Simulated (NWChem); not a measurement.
# One shape, several levels: BH2F (SMILES BF)

We compute a comparison of 5 runs (HF/STO-3G, HF/def2-SVP, B3LYP/6-31G*, MP2/def2-TZVP, CCSD(T)/6-31G) of BH2F. 

Program for the calculation: NWChem 7.3.0.

**1. The structure to begin with**

BH2F: 4 atoms, total charge 0, spin state singlet. As SMILES, `BF`. The coordinates come from a PBE0-D4/def2-TZVP relaxation.

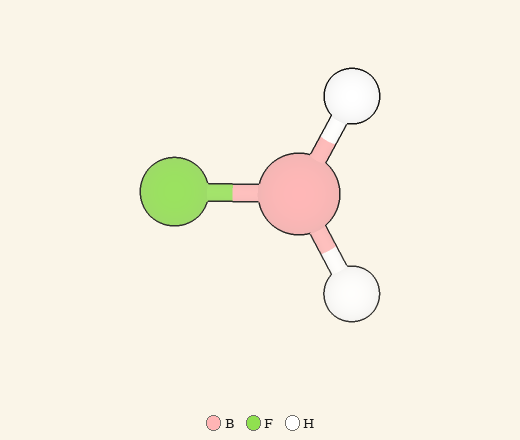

The structure, seen from a chosen angle (boron pink, fluorine green, hydrogen white).

**2. Energy and gradient at HF/STO-3G (run 1)**

bfh2.nw

```
echo
start bfh2
title "BFH2"
memory 2200 mb

geometry units angstrom noautosym nocenter noautoz
B       -0.027300      -0.004000      -0.030800
F        1.061200      -0.296700       0.649900
H       -1.012500      -0.649100       0.186200
H        0.034200       0.889600      -0.825600
end

basis "ao basis" spherical bse
* library STO-3G
end

scf
thresh 1e-08
maxiter 80
end

task scf gradient
```

The run is started by

```sh
$ nwchem bfh2.nw > bfh2.out
```

Standard output:

```text
[...]
  functions       =    12
[...]
  wavefunction    = RHF
[...]
         Total SCF energy =   -123.601510030245
      One-electron energy =   -226.200016014895
      Two-electron energy =     75.422745548063
 Nuclear repulsion energy =     27.175760436587
        Time for solution =      0.1s
[...]
                         RHF ENERGY GRADIENTS
    atom               coordinates                        gradient
                 x          y          z           x          y          z
   1 B      -0.051590  -0.007559  -0.058204   -0.013236   0.003518  -0.008233
   2 F       2.005377  -0.560682   1.228133    0.022002  -0.005906   0.013748
   3 H      -1.913348  -1.226621   0.351867   -0.014160  -0.013180   0.006695
   4 H       0.064629   1.681100  -1.560158    0.005393   0.015567  -0.012209
[...]
```

Wall time 0.68 s (1 thread of Intel Xeon 6975P-C (Granite Rapids), shared host); peak memory 0.099 GiB.

**3. Energy and forces at HF/def2-SVP (run 2)**

mol.xyz

```xyz
4

B     -0.027300    -0.004000    -0.030800
F      1.061200    -0.296700     0.649900
H     -1.012500    -0.649100     0.186200
H      0.034200     0.889600    -0.825600
```

run.py

```python
from ase.io import read
from ase.calculators.nwchem import NWChem

system = read('mol.xyz')

calc = NWChem(
    label='mol',
    theory='scf',
    memory='2200 mb',
    basis='def2-SVP',
    basispar='spherical bse',
    scf={'nopen': '0', 'rhf': None, 'thresh': '1e-08', 'maxiter': '80'},
)
system.calc = calc

forces = system.get_forces()
e = system.get_potential_energy()
print(f"E = {e:.6f} eV")
print("forces (eV/A):")
for s, f in zip(system.symbols, forces):
    print(f"{s:2s} {f[0]:10.5f} {f[1]:10.5f} {f[2]:10.5f}")
print("dipole (e A):", system.get_dipole_moment().round(4))
```

The run is started by

```sh
$ export ASE_NWCHEM_COMMAND="nwchem PREFIX.nwi > PREFIX.nwo"
$ python run.py
```

Standard output:

```text
E = -3407.508349 eV
forces (eV/A):
B     0.27038   -0.07091    0.16717
F    -0.23125    0.06171   -0.14408
H    -0.00339    0.02844   -0.02720
H    -0.03569   -0.01918    0.00411
dipole (e A): [-0.1653  0.0444 -0.1033]
```

The calculator wrote mol.nwi:

```
title "mol"

permanent_dir mol

scratch_dir mol

start mol

geometry units angstrom nocenter noautosym noautoz
  B  -2.7300000000000001e-02 -4.0000000000000001e-03 -3.0800000000000001e-02
  F  1.0611999999999999e+00 -2.9670000000000002e-01 6.4990000000000003e-01
  H  -1.0125000000000000e+00 -6.4910000000000001e-01 1.8620000000000000e-01
  H  3.4200000000000001e-02 8.8959999999999995e-01 -8.2560000000000000e-01
end

memory 2200 mb

basis spherical bse noprint
   * library def2-SVP
end

scf
  nopen 0
  rhf
  thresh 1e-08
  maxiter 80
end

task scf gradient
```

mol.nwo:

```text
Northwest Computational Chemistry Package (NWChem) 7.3.0
             --------------------------------------------------------

           Job information
           ---------------

    nwchem branch   = 7.3.0
    use scalapack   = T
    input           = mol.nwi
    prefix          = mol.
    data base       = mol/mol.db
    status          = startup
    nproc           =        1

           Memory information
           ------------------

[... 5 lines left out ...]
    hardfail = no
[... 120 lines left out ...]
         Quadratically convergent ROHF
[... 14 lines left out ...]
       Final RHF  results
[... 4 lines left out ...]
      Two-electron energy =     74.670675960710
[... 27 lines left out ...]
                       ROHF Final Molecular Orbital Analysis
[... 189 lines left out ...]
                 ----------------------------------------
                 |  Time  |  1-e(secs)   |  2-e(secs)   |
                 ----------------------------------------
                 |  CPU   |       0.00   |       0.17   |
                 ----------------------------------------
                 |  WALL  |       0.00   |       0.17   |
                 ----------------------------------------

 Task  times  cpu:        0.7s     wall:        0.7s
 Total times  cpu:        0.7s     wall:        0.7s
```

Wall time 1.6 s (1 thread of Intel Xeon 6975P-C (Granite Rapids), shared host); peak memory 0.1 GiB.

Runs 3 to 4 aren't shown in full; the table further down has their settings and results.

**4. The energy at CCSD(T)/6-31G (run 5)**

job.nw

```
START job
TITLE "BFH2"
memory total 2200 mb

GEOMETRY units angstroms noautosym nocenter noautoz
 B     -0.027300    -0.004000    -0.030800
 F      1.061200    -0.296700     0.649900
 H     -1.012500    -0.649100     0.186200
 H      0.034200     0.889600    -0.825600
END

BASIS spherical bse
 * library 6-31G
END

SCF
 thresh 1e-08
 maxiter 80
 print medium
END

CCSD
 freeze core 2
 maxiter 60
END

TASK ccsd(t) energy
```

The run is started by

```sh
$ nwchem job.nw > job.out
```

Standard output:

```text
[...]
  functions       =    22
[...]
  wavefunction    = RHF
[...]
         Total SCF energy =   -125.278929429703
      One-electron energy =   -227.124560346841
      Two-electron energy =     74.669870480552
 Nuclear repulsion energy =     27.175760436587
        Time for solution =      0.2s
[...]
 Total MP2 energy:           -125.455632827215794
[...]
             energy      energy      error      ampl     ampl      Block
                                                time     time      time
[...]
 Total CCSD energy:           -125.466439359973521
[...]
 Total CCSD+T(CCSD) energy:           -125.470533668605484
[...]
 Total CCSD(T) energy:                -125.469520652459039
[...]
```

Run time: 1.4 s. Hardware: 1 thread of Intel Xeon 6975P-C (Granite Rapids), shared host; peak memory 0.097 GiB.

**5. Overview of the runs**

| run | level | iteration cap | module | energy (Eh) | dipole moment (D) | HOMO energy (eV) | LUMO energy (eV) | wall time |
| --- | --- | --- | --- | --- | --- | --- | --- | --- |
| 1 | HF/STO-3G | 80 | scf | -123.601510 | 0.20 | -10.94 | 7.50 | 0.68 s |
| 2 | HF/def2-SVP | 80 | scf | -125.223623 | 0.96 | -13.25 | 2.71 | 1.6 s |
| 3 | B3LYP/6-31G* (spherical functions) | 100 | dft | -125.925125 | 0.47 | -8.85 | -0.87 | 3.9 s |
| 4 | MP2/def2-TZVP | 80 | mp2 | -125.729574 | 0.78 | -13.27 | 2.14 | 11 s |
| 5 | CCSD(T)/6-31G | 80 | ccsd(t) | -125.469521 | – | -13.30 | 2.95 | 1.4 s |

**6. Results**

```
                                          quantity          value
                               run 5: total energy  -125.46952 Eh
        run 5: HOMO energy (Hartree–Fock orbitals)      -13.30 eV
        run 5: LUMO energy (Hartree–Fock orbitals)        2.95 eV
      run 5: HOMO–LUMO gap (Hartree–Fock orbitals)       16.24 eV
run 5: correlation energy (2 core orbitals frozen)     -190.6 mEh
                             run 5: (T) correction      -3.08 mEh
```

In words: Over runs 1, 2, 3, 4 the dipole moment (its size) runs from 0.20 D (HF/STO-3G) to 0.96 D (HF/def2-SVP). Over runs 1, 2, 3 the HOMO–LUMO gap runs from 7.99 eV (B3LYP/6-31G*) to 18.43 eV (HF/STO-3G). The two ends differ in method and basis. In run 1 the basis is minimal, so the values are rough. All runs together took 19 s, the longest 11 s.
